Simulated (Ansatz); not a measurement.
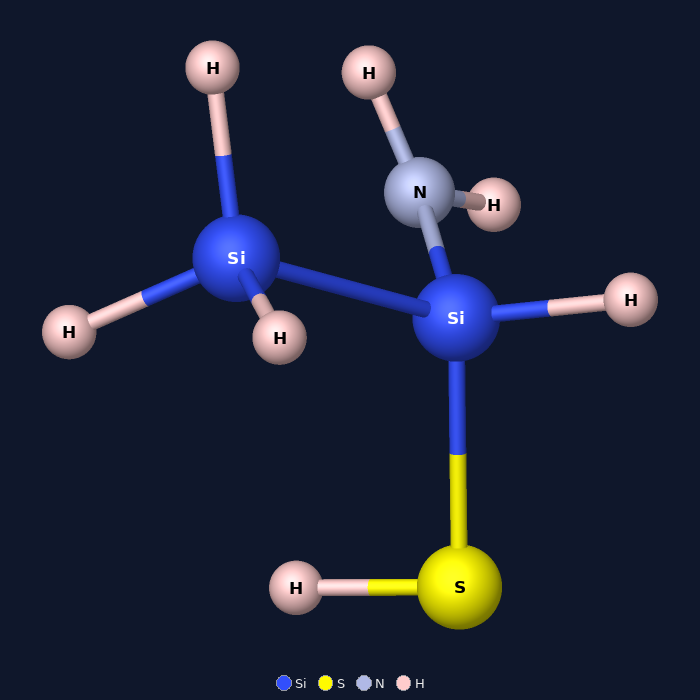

Sticks follow a distance rule. Harmonic vibrations computed with RKS PBE0-D4/def2-TZVP (Ansatz 0.2.0) at a stationary point of the same level.

Q: Minimum or transition state?

A: A minimum: no imaginary frequency, and the lowest mode lies at 96 cm⁻¹.

Q: How many vibrational modes are there, and where do they lie?

A: 27 modes: 96, 104, 147, 176, 234, 286, 352, 402, 497, 502, 522, 670, 755, 837, 839, 882, 902, 935, 939, 1573, 2178, 2202, 2218, 2232, 2706, 3599, 3699 cm⁻¹.
